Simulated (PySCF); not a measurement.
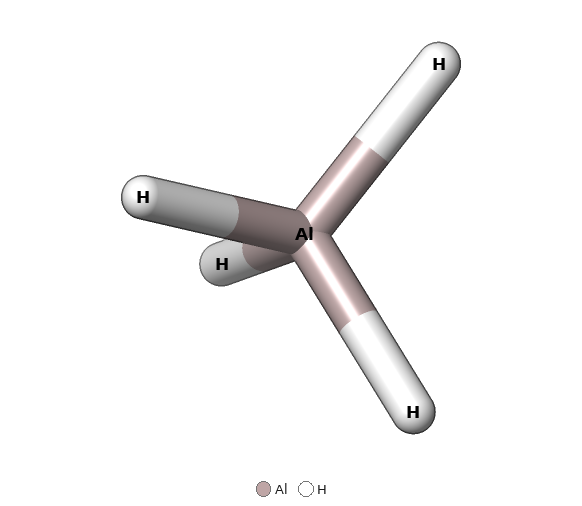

The picture shows a molecular structure as a stick model. Every bond is drawn as one stick, whatever its order.

The species has charge −1 and is a spin singlet. The geometry was computed by an optimisation with PBE0-D3(BJ)/def2-TZVP. No frequency run is at hand to confirm it as a minimum.

Give the formula.

Answer. AlH4(-), 5 atoms: 1 aluminium and 4 hydrogen.

How many bonds of each kind are drawn?

Answer. 4 Al–H.

How many sets of symmetry-equivalent atoms are there?

Answer. 2: 1 Al, 4 H.

What is the point group of this geometry?

Answer. Td.

Give a SMILES string for it.

Answer. [AlH4-]

The parts below concern this one geometry. Atoms keep their numbers from picture to picture.

## Levels of theory compared

No frequency run is at hand to confirm it as a minimum. Program: PySCF 2.14.0.

At this fixed geometry, give HOMO energy (eV) at these levels: B97-2/pcSseg-2; KT3/pcSseg-2; PBE0/pcSseg-2; WP04/pcSseg-2 in chloroform (IEF-PCM); ωB97X-D/pcSseg-2; ωB97X-D/pcSseg-2 in chloroform (IEF-PCM).

| level | HOMO energy (eV) |
| --- | --- |
| B97-2/pcSseg-2 | −2.10 |
| KT3/pcSseg-2 | −1.14 |
| PBE0/pcSseg-2 | −2.33 |
| WP04/pcSseg-2 in chloroform (IEF-PCM) | −7.45 |
| ωB97X-D/pcSseg-2 | −4.28 |
| ωB97X-D/pcSseg-2 in chloroform (IEF-PCM) | −8.35 |

## Charges

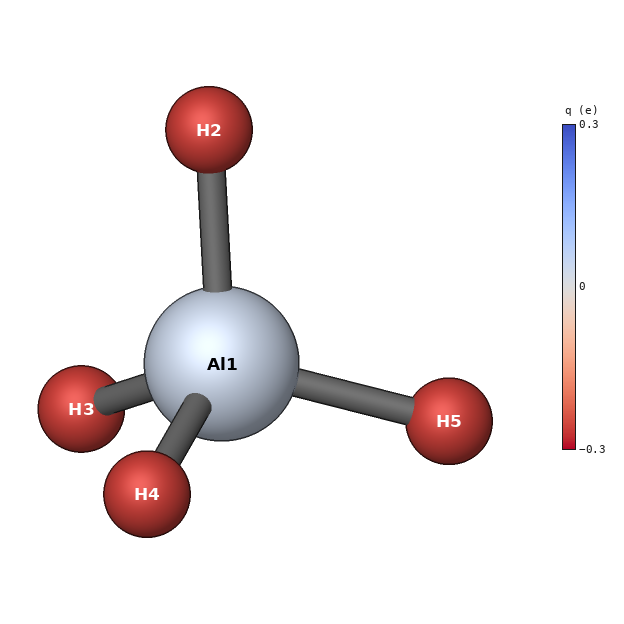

Atoms are coloured by their IAO charges. No frequency run is at hand to confirm it as a minimum. Properties computed with PBE0/pcSseg-2, gas phase (PySCF 2.14.0).

Give the IAO charges atom by atom.

```json
{"atom": "Al1", "value (e)": "0.03"}
{"atom": "H2", "value (e)": "−0.26"}
{"atom": "H3", "value (e)": "−0.26"}
{"atom": "H4", "value (e)": "−0.26"}
{"atom": "H5", "value (e)": "−0.26"}
```

## Bond orders

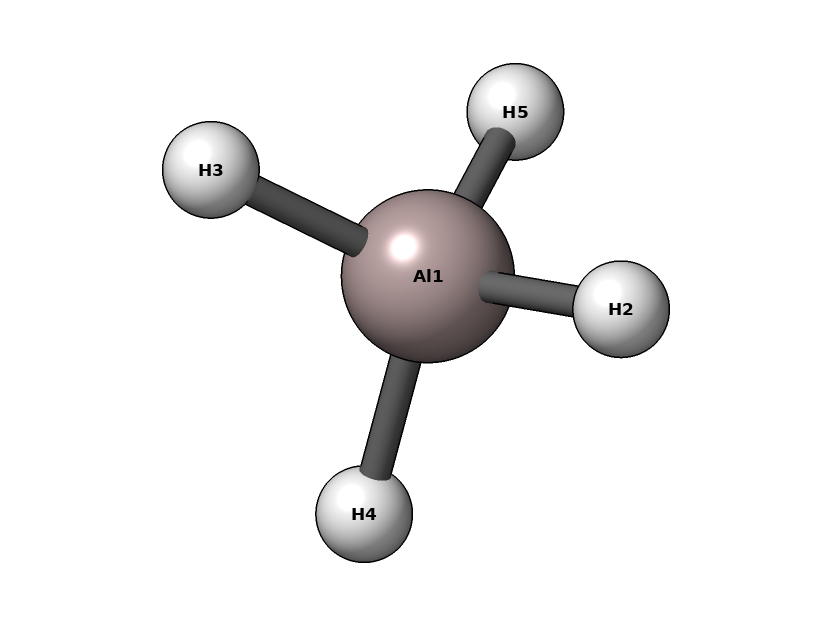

Every bond is drawn as one stick. No frequency run is at hand to confirm it as a minimum. Computed with PBE0/pcSseg-2 (PySCF 2.14.0).

List the Mayer bond orders of Al1–H2 (one bond of each equivalent set).

```tsv
bond	Mayer order	length (Å)
Al1–H2	0.81	1.647
```
